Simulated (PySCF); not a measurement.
# CH₉BNSi₂ (SMILES N[B][SiH2]C[SiH3]) (doublet): what the fields show

```json
{"atom": "N", "x (Å)": "-2.5293", "y (Å)": "-0.3479", "z (Å)": "0.9673"}
{"atom": "B", "x (Å)": "-1.8280", "y (Å)": "0.6080", "z (Å)": "0.2939"}
{"atom": "Si", "x (Å)": "-0.6311", "y (Å)": "0.7569", "z (Å)": "-1.1961"}
{"atom": "C", "x (Å)": "1.0985", "y (Å)": "1.2064", "z (Å)": "-0.4937"}
{"atom": "Si", "x (Å)": "1.8758", "y (Å)": "-0.1002", "z (Å)": "0.6206"}
{"atom": "H", "x (Å)": "-2.5486", "y (Å)": "-1.3340", "z (Å)": "0.7285"}
{"atom": "H", "x (Å)": "-3.0949", "y (Å)": "-0.1715", "z (Å)": "1.7869"}
{"atom": "H", "x (Å)": "-0.3498", "y (Å)": "-0.3627", "z (Å)": "-2.1407"}
{"atom": "H", "x (Å)": "-1.0085", "y (Å)": "1.8549", "z (Å)": "-2.1195"}
{"atom": "H", "x (Å)": "1.7706", "y (Å)": "1.4138", "z (Å)": "-1.3261"}
{"atom": "H", "x (Å)": "1.0092", "y (Å)": "2.1412", "z (Å)": "0.0606"}
{"atom": "H", "x (Å)": "0.9823", "y (Å)": "-0.3814", "z (Å)": "1.7543"}
{"atom": "H", "x (Å)": "2.0864", "y (Å)": "-1.3479", "z (Å)": "-0.1203"}
{"atom": "H", "x (Å)": "3.1664", "y (Å)": "0.3439", "z (Å)": "1.1620"}
```

Geometry: GFN2-xTB.

The calculation used UKS B3LYP, pcH-1 on B C H N Si, non-relativistic, mean-field spin-orbit, GIAO (PySCF 2.14.0, density-fitted response routines).

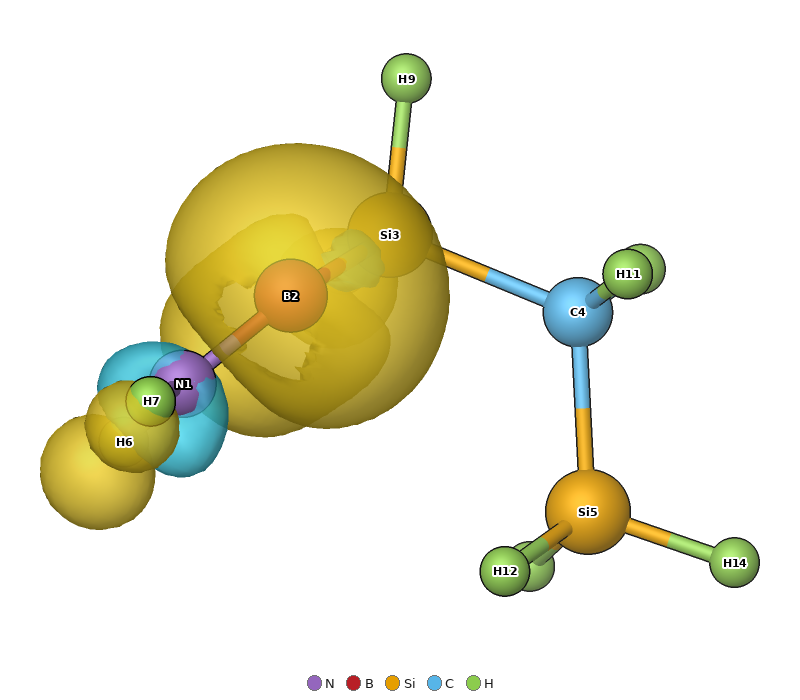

Figure 1. Isosurfaces of the spin density at +0.015 (yellow) and −0.015 e/Å³ (cyan), seen at a tilt.

Describe the spin distribution.

Answer. The unpaired spin (1 electron) lies mostly on B2 (about 0.7), in electrons by Hirshfeld's partition.

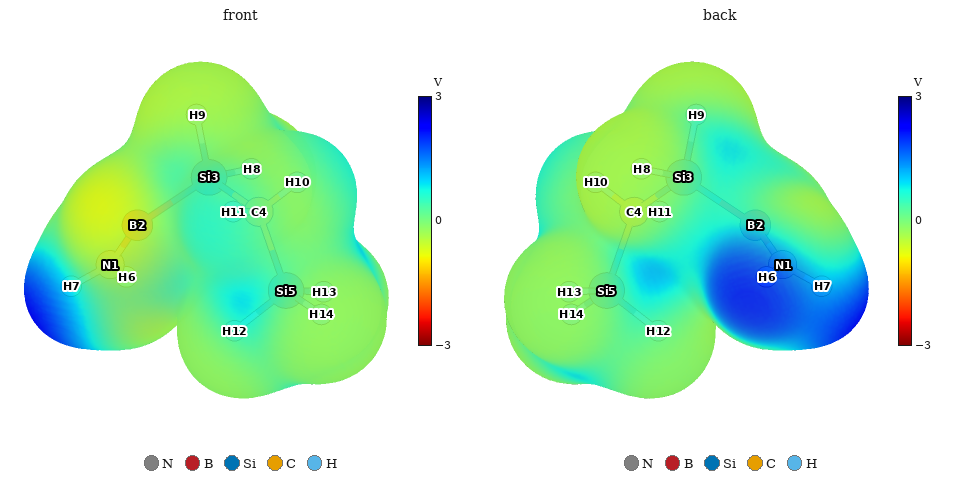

Figure 2. The molecular electrostatic potential painted on the density surface at 0.002 e/bohr³, seen from the front and from behind; the colour scale runs from red (negative) to blue (positive).

Which sites attract a positive test charge, and which a negative one?

Answer. A positive charge is drawn to the negative regions and a negative charge to the positive ones. The most negative region (about −0.8 V, or −18 kcal/mol for a unit charge) lies over B2, the most positive (about +2.1 V, or +48 kcal/mol for a unit charge) over H6 and H7.
